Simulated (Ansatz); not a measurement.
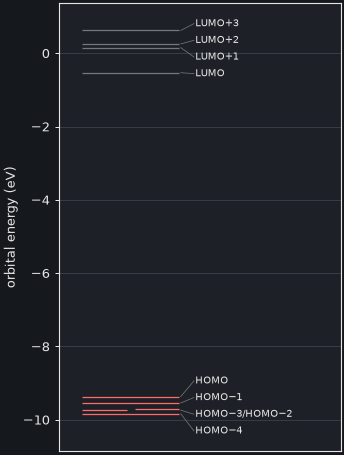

Al₂H₂Cl₄, SMILES [Cl][Al@H-]1[Cl+][Al@@H-]([Cl])[Cl+]1, singlet. Kohn-Sham orbital energies near the frontier, r2SCAN0/def2-TZVPP in the Ansatz code, at a PBE0-D4/def2-TZVP geometry (a minimum by its frequencies), isolated molecule; empty levels in grey, levels within 0.03 eV side by side.

> Where do the frontier orbitals lie?

HOMO at −9.37 eV, LUMO at −0.53 eV, 8.84 eV apart.

> How far below the HOMO does the next level lie?

0.17 eV.

> List the levels.

| orbital | energy (eV) |
| --- | --- |
| LUMO+3 | 0.62 |
| LUMO+2 | 0.26 |
| LUMO+1 | 0.15 |
| LUMO | −0.53 |
| HOMO | −9.37 |
| HOMO−1 | −9.54 |
| HOMO−2 | −9.71 |
| HOMO−3 | −9.74 |
| HOMO−4 | −9.84 |

Caveats: empty levels above zero depend strongly on the basis.
